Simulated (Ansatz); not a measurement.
# revPBE/def2-TZVPP run of GeF2 (SMILES [F][Ge][F])

What is the electronic atomisation energy of GeF2 at revPBE/def2-TZVPP? 

The calculation is run with Ansatz 0.2.0.

32 further runs of the same task are left out: 32 set aside as unsound or not needed.

## 1. The molecule

The species is GeF2 (3 atoms), meant as a singlet with charge 0. SMILES: `[F][Ge][F]`. Geometry: relaxed at PBE0-D4/def2-TZVP.

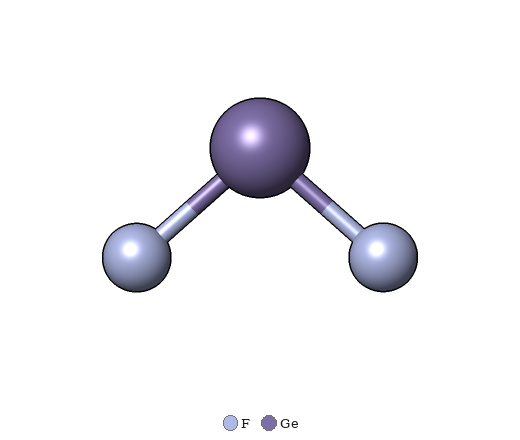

The structure, seen from a chosen angle (fluorine light blue, germanium purple).

## 2. A single-point energy at revPBE/def2-TZVPP

molecule.yaml

```yaml
crystal:
  periodic: [false, false, false]
  atoms:
    - symbol: F
      position_ang: [-0.675900, -1.101800, -0.497500]
    - symbol: Ge
      position_ang: [0.637500, -0.295200, 0.320200]
    - symbol: F
      position_ang: [0.027600, 1.332100, 0.164100]
basis:
  gaussian: {orbitals: def2-TZVPP}
hamiltonian: {xc: {name: revPBE}}
accuracy: high
output: {orbitals: {seedname: orbitals}}
```

Run with:

```bash
$ ansatz run molecule.yaml --threads 1 --pin off --max-ram 3480MiB --events-out events.jsonl --progress --plain --runs-dir runs
```

The log of the run:

```text
Warning: RAYON_NUM_THREADS=1 ignored (pool sized by the plan → 1); use --threads N
Functional definition: revPBE
  name "revPBE"
  parameter kappa = 1.245
  parameter beta = 0.06672455060314922
  exchange = pbe_x(kappa = kappa, mu = beta*pi^2/3)
  correlation = pbe_c(beta = beta)
1632 factors; integrals over basis functions are off by at most 5.2e-9 eV
mean field evaluation 1: about -61945.6944 eV, gradient 5.9e1 eV
mean field evaluation 2: about -61899.1419 eV, gradient 1.8e2 eV
mean field evaluation 4: about -61950.3796 eV, gradient 5.5e0 eV
mean field evaluation 8: about -61950.4174 eV, gradient 3.2e-1 eV
mean field evaluation 16: about -61950.4176 eV, gradient 5.5e-6 eV
mean field -61950.41755627 eV, -2276.6358536917 hartree, gradient 4.9e-8 eV, S^2 0.000000; 0 other end points of the search recorded, 0 dependent functions left out
reference -61950.41755899 eV, -2276.6358537916 hartree; 25, 25 occupied and 85, 85 virtual orbitals, 1632 factors
Total energy: -61950.41755899 eV, -2276.6358537916 hartree
```

Run time: 3.9 s. Hardware: 1 thread of Intel Xeon 6975P-C (Granite Rapids), shared host; peak memory 0.23 GiB.

## 3. The F atom, same level

molecule.yaml

```yaml
crystal:
  periodic: [false, false, false]
  atoms:
    - {symbol: F, position_ang: [0.000000, 0.000000, 0.000000]}
basis:
  gaussian:
    orbitals: def2-TZVPP
magnetization:
  spin_polarized: true
  initial_magnetization: 1
hamiltonian:
  xc: {name: revPBE}
accuracy: high
```

Run with:

```bash
$ ansatz run molecule.yaml --threads 1 --pin off --max-ram 3480MiB --events-out events.jsonl --progress --plain --runs-dir runs
```

The log of the run:

```text
Warning: RAYON_NUM_THREADS=1 ignored (pool sized by the plan → 1); use --threads N
[... 6 set-up lines as earlier in the session ...]
309 factors; integrals over basis functions are off by at most 2.5e-9 eV
mean field evaluation 1: about -2713.7885 eV, gradient 8.0e0 eV
mean field evaluation 2: about -2713.8373 eV, gradient 5.8e0 eV
mean field evaluation 4: about -2713.9239 eV, gradient 2.6e-2 eV
mean field evaluation 8: about -2713.9238 eV, gradient 2.7e-4 eV
mean field evaluation 16: about -2713.6603 eV, gradient 1.1e1 eV
mean field -2713.92384408 eV, -99.7348617065 hartree, gradient 5.0e-9 eV, S^2 0.751356; 1 other end points of the search recorded, 0 dependent functions left out
reference -2713.92384509 eV, -99.7348617434 hartree; 5, 4 occupied and 26, 27 virtual orbitals, 309 factors
Total energy: -2713.92384509 eV, -99.7348617434 hartree
```

Wall time 0.46 s (1 thread of Intel Xeon 6975P-C (Granite Rapids), shared host).

## 4. The Ge atom at the same level

in.yaml

```yaml
crystal:
  periodic: [false, false, false]
  atoms:
    - {symbol: Ge, position_ang: [0.000000, 0.000000, 0.000000]}
basis:
  gaussian:
    orbitals: def2-TZVPP
magnetization:
  spin_polarized: true
  initial_magnetization: 2
hamiltonian:
  xc: {name: revPBE}
accuracy: high
```

Run the same way, it converges to -2076.76121 Eh (log not shown).

## 5. Results

Level: revPBE/def2-TZVPP.

| quantity | value |
| --- | --- |
| molecule: total energy | -2276.63585 Eh |
| molecule: HOMO energy | -7.55 eV |
| molecule: LUMO energy | -3.24 eV |
| molecule: HOMO–LUMO gap | 4.30 eV |
| F atom: total energy | -99.73486 Eh |
| F atom: ⟨S²⟩ | 0.751 |
| Ge atom: total energy | -2076.76121 Eh |
| Ge atom: ⟨S²⟩ | 2.002 |
| electronic atomisation energy | 11.018 eV |

Taking the molecule apart into free atoms costs 11.02 eV (1063 kJ/mol), before zero-point energy and without spin-orbit coupling.
